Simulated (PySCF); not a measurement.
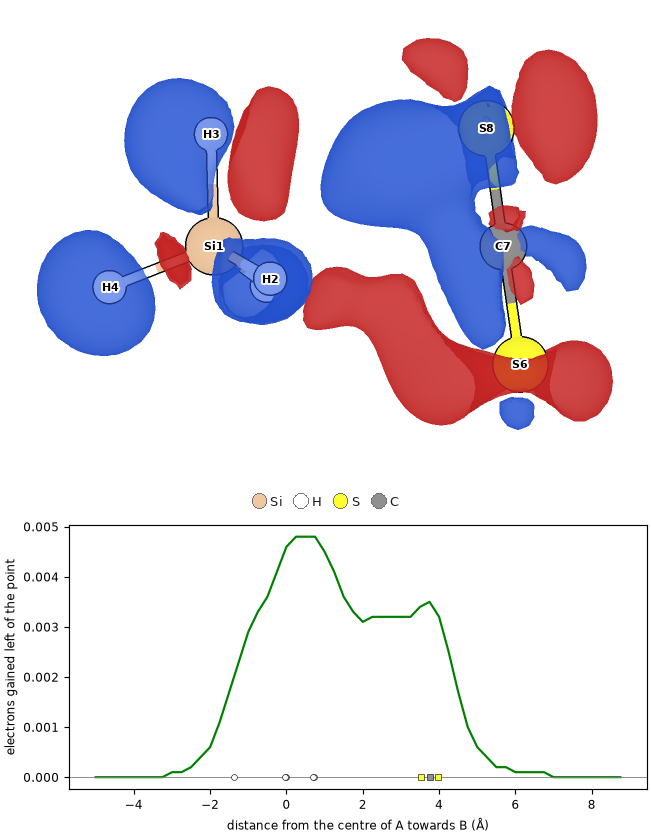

Figure 1: CH₄S₂Si, SMILES `[SiH4].S=C=S`. Density of the complex less the densities of the two fragments at the same geometry, ±0.0003 e/Å³ (blue: gain, red: loss). Fragment A: SiH4 (atoms 1–5); fragment B: CS2. Below: the charge-displacement curve along the line of centres (A on the left).

PySCF calculation, B3LYP/def2-SVPD, gas phase; geometry: GFN2-xTB. GFN2-xTB bond lengths at metals and heavier atoms can be off by up to 0.1 Å and shapes distorted, which carries into these values.

Cartesian coordinates (Å):

```
Si1     -2.5372   -0.2746   -0.0000
H2      -1.7671   -0.6128    1.1955
H3      -2.7344    1.1710   -0.0567
H4      -3.8309   -0.9484    0.0458
H5      -1.7998   -0.7097   -1.1848
S6       1.5865   -1.3710    0.0000
C7       1.1999    0.1298   -0.0002
S8       0.8169    1.6314    0.0001
```

### How is the density rearranged on binding?

Hirshfeld charges show almost no net transfer (under 0.005 e). 0.01 e is displaced in all, which induces a dipole of 0.11 D.

### What is the interaction energy, and which contacts carry it?

The counterpoise-corrected interaction energy of the frozen fragments is +1.1 kcal/mol without dispersion correction and −1.9 kcal/mol with D3(BJ). The pair geometry is semi-empirical, not a minimum at this level. Contacts: Si1···S8, 3.86 Å, ρ = 0.004 a.u. The pose is a local one from a semi-empirical search, not shown to be the most stable.

Cost of the run: 11 s on 1 thread of AMD EPYC 9B45 (Zen 5) (shared host), peak memory 0.59 GiB.
